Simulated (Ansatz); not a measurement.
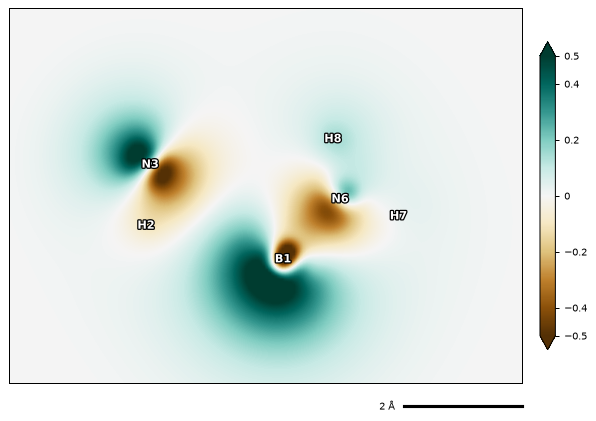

BH$_{2}$N···NH$_{3}$. One frontier orbital on the plane of atoms H7, N6 and H8 (values in Å⁻³ᐟ²; the overall sign is arbitrary).

Not at a stationary point (largest force 0.5 eV/Å).

Method: RKS revPBE-D4/def2-SVP (Ansatz 0.2.0).

```csv
atom,x (Å),y (Å),z (Å)
B,-0.7341,-0.4804,0.5415
H,1.5324,-0.1035,1.1904
N,1.9291,0.1672,0.2637
H,1.7029,-0.6059,-0.3752
H,1.4078,0.9996,-0.0397
N,-1.1656,-0.0875,-0.7307
H,-2.1640,-0.2023,-0.9473
H,-0.6316,0.3127,-1.5074
```

Which orbital is it: HOMO or LUMO?

Answer. The HOMO, at −4.55 eV. It lies mainly on B1 (about 75 %), N3 (about 15 %) and N6 (about 5 %).
